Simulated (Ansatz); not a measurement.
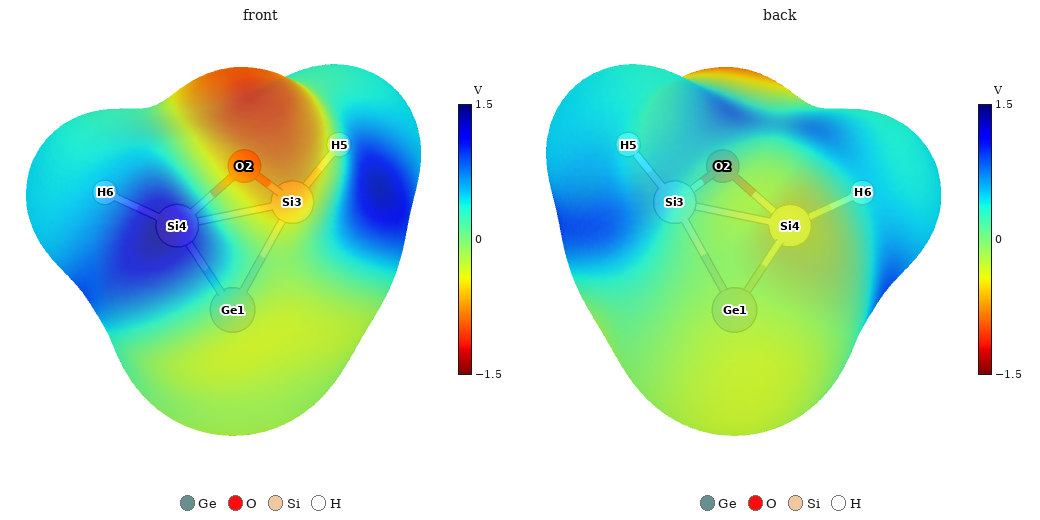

GeH2OSi2. The electrostatic potential painted on the density surface at 0.001 e/bohr³, seen from the front and from behind; red is negative and blue positive.

Geometry: PBE0-D3(BJ)/def2-SVP.

All numbers below come from Ansatz 0.2.0, isolated molecule in a Gaussian basis; Kohn-Sham density functional theory, functional PBE0.

The calculation's input:

```
crystal:
  periodic: [false, false, false]
  atoms:
    - {symbol: Ge, position_ang: [-1.159488, 0.354627, 0.479728]}
    - {symbol: O, position_ang: [-1.690640, 0.186768, 3.691293]}
    - {symbol: Si, position_ang: [-2.222632, -0.672059, 2.299143]}
    - {symbol: Si, position_ang: [-0.459017, 0.815979, 2.668591]}
    - {symbol: H, position_ang: [-2.797494, -1.990643, 2.718749]}
    - {symbol: H, position_ang: [0.788089, 1.034668, 3.469901]}
basis:
  gaussian: {orbitals: def2-TZVPD}
hamiltonian: {xc: pbe0}
output: {forces: true, orbitals: {seedname: orbitals}}
```

Launched as:

```sh
ansatz run input.yaml --threads 2 --pin off --max-ram 4350MiB --events-out events.jsonl --progress --plain --runs-dir runs
```

### Where is the surface potential most negative and most positive?

The most negative region (about −1.1 V, or −25 kcal/mol for a unit charge) lies over O2, the most positive (about +1.3 V, or +30 kcal/mol for a unit charge) over Si3 and Si4. O2 is the likeliest acceptor of a hydrogen bond.

### How polar is the molecule by this calculation?

Its dipole moment is 0.48 D.
